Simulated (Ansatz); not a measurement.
```xyz
8
charge 1, multiplicity 2
C    -0.3260    1.3536   -0.3656
Se    0.4770    0.6153    1.2624
Ga    0.5083   -1.6140    0.6986
Cl   -0.3036   -2.0955   -1.2361
H    -1.2688    0.8578   -0.5794
H    -0.4962    2.4092   -0.1622
H     0.3576    1.2403   -1.2025
H     1.0517   -2.7667    1.5847
```

Geometry: the geometry of the neutral molecule.

What structure does this define?

Formula CH₄ClGaSe⁺. It is an open-shell species. Coordination: 1 C tetrahedral; 1 Se bent; 1 Ga trigonal planar.

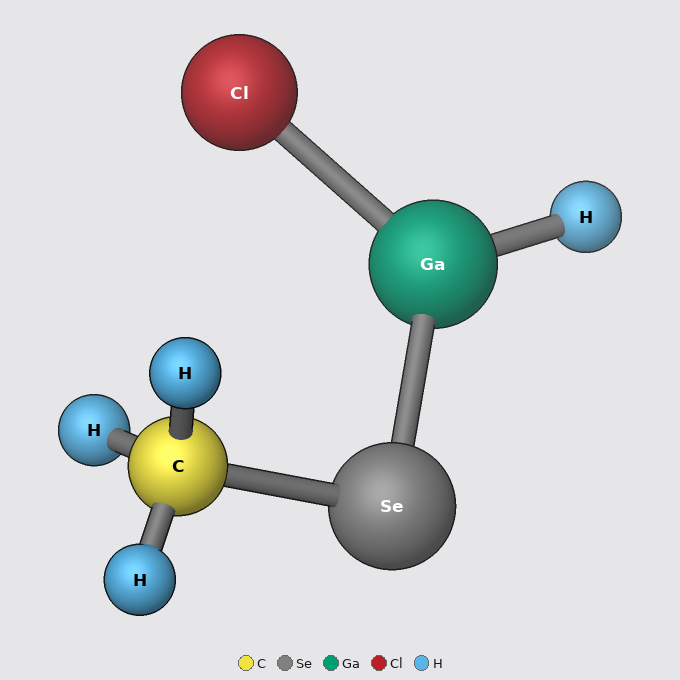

Simulated data, not a measurement (program: Ansatz).
